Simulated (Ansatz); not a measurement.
System: SrCaCl₃.

```cif
data_structure
_symmetry_space_group_name_H-M 'P 1'
_symmetry_Int_Tables_number 1
_cell_length_a 5.4225
_cell_length_b 5.4225
_cell_length_c 5.4526
_cell_angle_alpha 90.000
_cell_angle_beta 90.000
_cell_angle_gamma 90.000
_cell_volume 160.32
loop_
_atom_site_label
_atom_site_type_symbol
_atom_site_fract_x
_atom_site_fract_y
_atom_site_fract_z
_atom_site_occupancy
Sr1 Sr 0.00000 0.00000 0.00000 1
Ca1 Ca 0.50000 0.50000 0.51200 1
Cl1 Cl 0.50000 0.50000 0.97400 1
Cl2 Cl 0.00000 0.50000 0.50000 1
Cl3 Cl 0.50000 0.00000 0.50000 1
```

Space group P4mm; built by placing these elements on a known structure type; not relaxed (largest force 1.1 eV/Å); computed without spin polarisation.

All numbers below come from Ansatz, DFT, PAW plane waves, r2SCAN.

What can the converged electron localisation function tell about the bonding?

Ca–Cl (2.52 Å): the ELF peaks at about 0.85 in the valence shell of Cl, 0.9 Å from its nucleus, and is about 0.25 at the midpoint; an ionic contact with no shared pair.
Sr–Cl (3.84 Å): the ELF is about 0.05 at the midpoint: a closed-shell, largely ionic contact.

What Bader charges does the calculation give?

Electrons move from Sr and Ca towards Cl. Bader charges: Sr +1.34, Ca +1.59 and Cl −0.98 e.

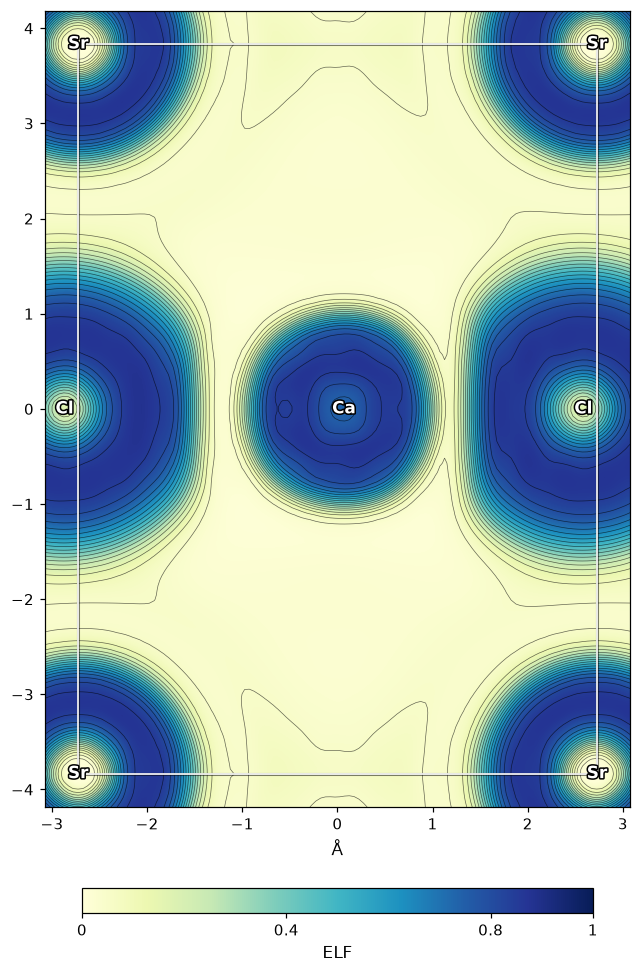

Computed electron localisation function on the (11̄0) plane of the conventional cell. 

Core electrons are frozen (PAW), and the valence fields are smoothed inside the atomic spheres.
